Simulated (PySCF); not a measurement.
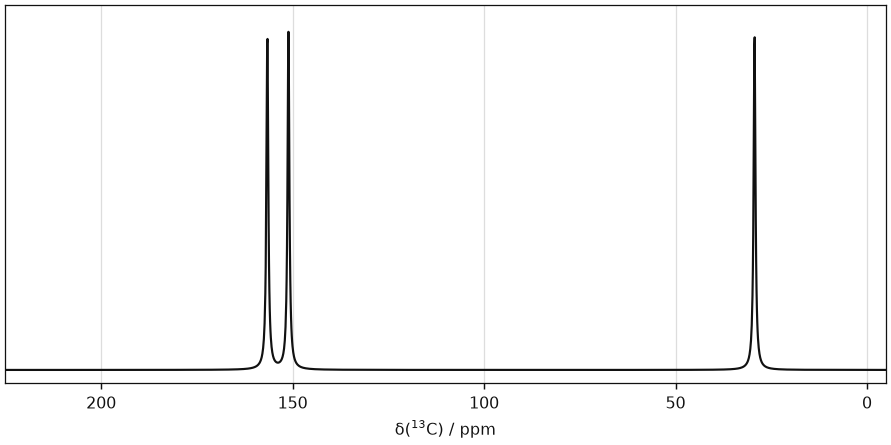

GIAO shifts, PBE0/pcSseg-1 in PySCF, at a GFN2-xTB geometry (no frequency check), against TMS for ¹³C computed at the same level. Gas phase, fully decoupled, line heights follow the number of nuclei, widths are arbitrary (no quadrupolar broadening); values of one conformer, averaged over nuclei that symmetry or rotation about single bonds exchange, these motions taken as fast; other conformers aren't averaged in.

> Which structure fits the spectrum?
A. C₃H₉ClSi₂, SMILES [SiH3]/C=C/[SiH2]CCl
B. C₃H₁₀Si₂, SMILES C[SiH2]/C=C/[SiH3]
C. C₅H₈FP, SMILES C=CC/P=C(/C)F
D. C₄H₅Cl₂F, SMILES C/C(=C\F)C(Cl)Cl

Option A. Its ¹³C signals: 156.6 (1 C), 151.1 (1 C), 29.4 (1 C) ppm.

Note: the tight-binding geometry is rougher than a DFT one and adds to the error.
